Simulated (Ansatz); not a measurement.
Ligand exchange: BrF + Si(CH3)(SiH3)2F → SiH3Br + Si(CH3)(SiH3)F2

Species: BrF (bromine fluoride), singlet; Si(CH3)(SiH3)2F, singlet; SiH3Br `[SiH3]Br`, singlet; Si(CH3)(SiH3)F2, singlet. The partners trade F for SiH3: Br–F and Si–SiH3 bonds give way to Br–SiH3 and Si–F.

Shapes, held fixed at every level: PBE0-D4/def2-TZVP. Programs: Ansatz 0.2.0. Electronic energies: no zero-point or thermal term.

```
               level                    kind  ΔE (kJ/mol)  less CCSD(T)/def2-TZVPP
       HF/def2-TZVPP            Hartree–Fock       -535.9                    -44.6
   PBE-D4/def2-TZVPP                     GGA       -444.7                    +46.6
r2SCAN-D4/def2-TZVPP                meta-GGA       -485.6                     +5.7
 B3LYP-D4/def2-TZVPP           global hybrid       -471.8                    +19.5
  wB97X-V/def2-TZVPP  range-separated hybrid       -480.1                    +11.2
   B2PLYP/def2-TZVPP           double hybrid       -492.4                     -1.1
      MP2/def2-TZVPP     perturbation theory       -516.0                    -24.7
  CCSD(T)/def2-TZVPP   coupled cluster or CI       -491.3                      0.0
```

The highest level, CCSD(T)/def2-TZVPP, gives ΔE = -491.3 kJ/mol; the levels span -535.9 to -444.7. The column of differences is taken from that level and isn't an error. No measured value is set beside it here. Relativity is left out for Br. Outer-core shells of Br are correlated in most correlated rows, in sets that cover them unevenly.

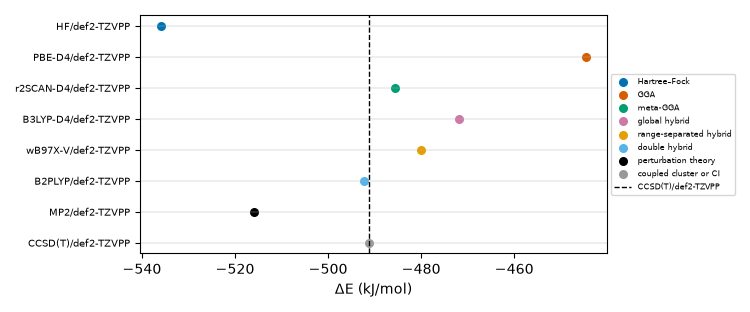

The values of the table, level by level.
